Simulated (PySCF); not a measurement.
**C₇H₇N: density, localisation and related maps**

The calculation's input:

```
{"job": {"kind": "nmr", "xc": "PBE0", "basis": "pcSseg-1"}, "charge": 0, "multiplicity": 1}
N     -2.403271     1.460408     1.916413
C     -1.644622     1.028280     1.174421
C     -0.706511     0.496198     0.258811
C      0.460882     1.310600    -0.175198
C      1.529204     0.547802    -0.360289
C      1.282108    -0.895707    -0.022054
C     -0.193421    -0.939432     0.323841
C     -1.151852    -0.549816    -0.748786
H      0.389855     2.374947    -0.312072
H      2.490359     0.884106    -0.708041
H      1.900738    -1.203835     0.824857
H      1.523044    -1.551082    -0.862223
H     -0.523283    -1.610709     1.102487
H     -0.788383    -0.438685    -1.759919
H     -2.169262    -0.905085    -0.674161
```

Launched as:

```sh
OMP_NUM_THREADS=1 python probes_run.py task.json out
```

Geometry: GFN2-xTB.

Level of theory: PBE0/pcSseg-1, SCF density, gas phase, non-relativistic in PySCF 2.14.0.

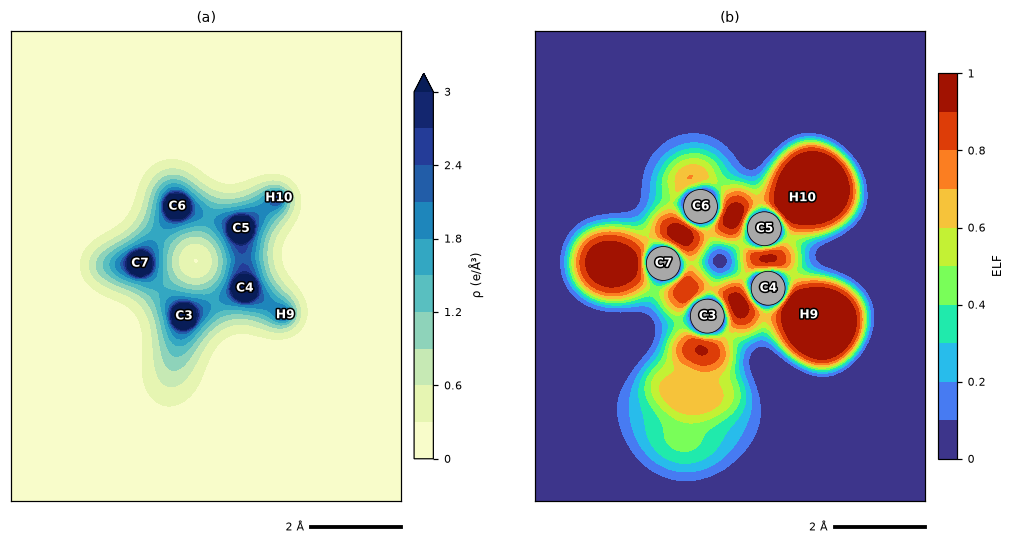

Figure 1. (a) electron density; (b) electron localisation function on the plane of atoms C4, C5 and H10. Grey discs cover the atomic cores in the ELF map.

> What does the map show?

The plane passes through C and H nuclei. C–C (1.33 Å): the density is about 2.3 e/Å³ at the midpoint; the ELF peaks at about 0.90 between the atoms; a short, multiple covalent bond. C–H (1.08 Å): ρ is about 2.1 e/Å³ halfway; the ELF climbs to about 1 towards the hydrogen, as it does in any bond to H; a covalent bond by its length. C–C (1.49 Å): the density is about 1.7 e/Å³ at the midpoint; the ELF peaks at about 0.95 between the atoms (a covalent bond).

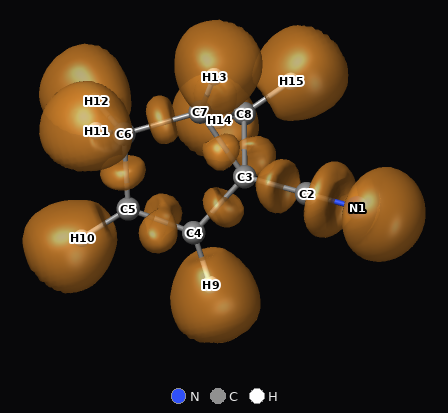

Figure 2. Isosurface of the ELF at 0.8 (orange), seen at a tilt. Core shells and regions of very low density are left out.

> Describe the localisation domains.

The surface consists of eight regions between bonded C–C atoms (shared pairs), one region between bonded C–N atoms (shared pairs), seven regions around hydrogen nuclei and one lobe on N, pointing away from the bonds (lone pairs). Profiles from the grid: C–N (1.15 Å): the ELF peaks at about 0.85 between the atoms: a multiple bond.

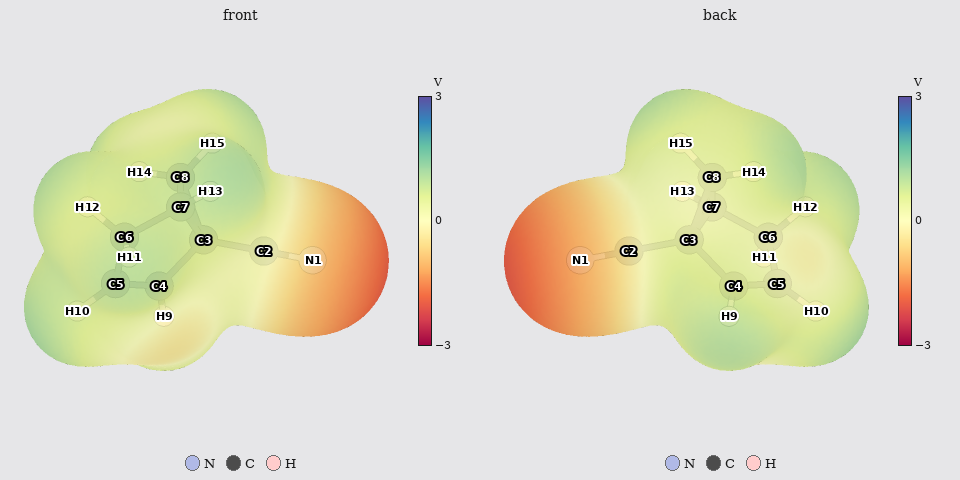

Figure 3. The molecular electrostatic potential painted on the density surface at 0.002 e/bohr³, seen from the front and from behind; red is negative and blue positive.

> Where is the surface potential most negative and most positive?

The most negative region (about −2.0 V, or −46 kcal/mol for a unit charge) lies over N1, the most positive (about +1.1 V, or +25 kcal/mol for a unit charge) over H9, H10 and H13. N1 is the likeliest acceptor of a hydrogen bond.

> What dipole moment does the calculation give?

Its dipole moment is 4.60 D.

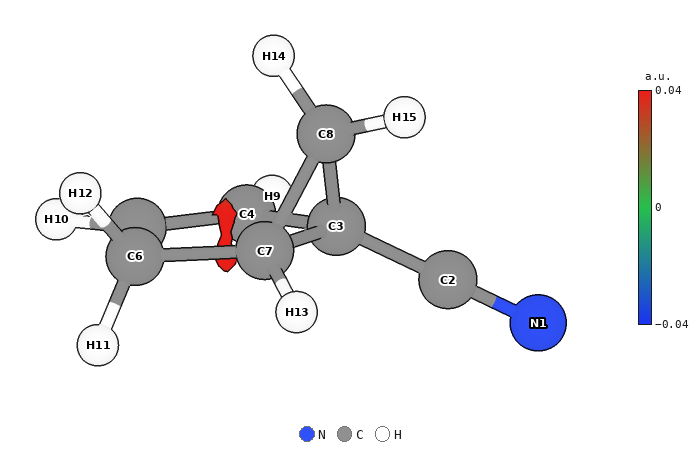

Figure 4. Non-covalent interaction (NCI) plot: the surface where the reduced density gradient is 0.4, for densities under 0.05 a.u., coloured by sign(λ₂)ρ; seen from one side.

> What holds or crowds the atoms apart from the covalent bonds?

Inside the ring or cage of C3, C4, C5, C6 and C7: steric crowding (red).
